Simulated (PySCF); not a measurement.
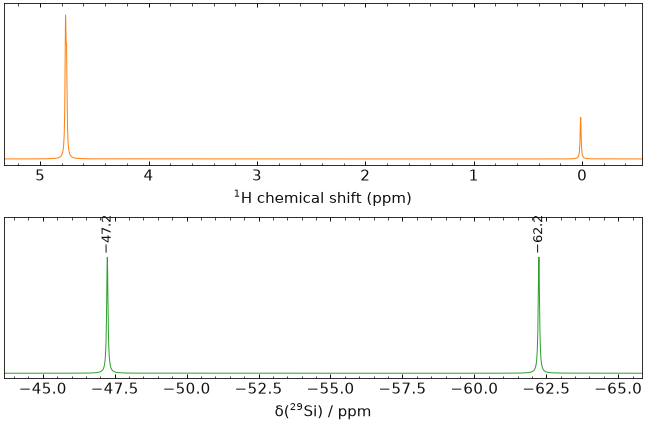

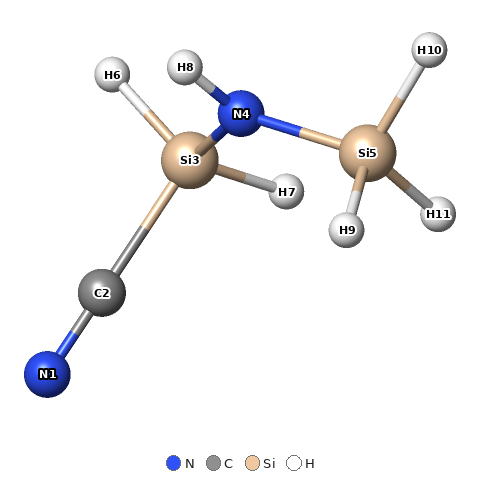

Spectrum and numbered structure of CH₆N₂Si₂, SMILES N#C[SiH2]N[SiH3]. GIAO shifts, mPW1PW91/pcSseg-2 with PySCF, at a PBE0-D3(BJ)/def2-SVP geometry (no frequency check), against TMS for ¹H and TMS for ²⁹Si computed at the same level. Gas phase, fully decoupled, line heights follow the number of nuclei, widths are arbitrary (no quadrupolar broadening); values of one conformer, averaged over nuclei that symmetry, rotation about single bonds or inversion at nitrogen exchange, these motions taken as fast; other conformers aren't averaged in. Protons on N, O or S are those of the isolated molecule, without hydrogen bonds to neighbours or exchange.

### Which atoms give which ¹H line?

```csv
δ (ppm),nuclei,atoms
4.77,3,"H9, H10, H11"
4.76,2,"H6, H7"
0.01,1,H8
```

The order of signals that lie close, as those under 0.08 ppm apart, is within the error of the method.

### Assign the ²⁹Si signals to the numbered atoms.

| δ (ppm) | nuclei | atoms |
| --- | --- | --- |
| −47.2 | 1 | Si5 |
| −62.2 | 1 | Si3 |
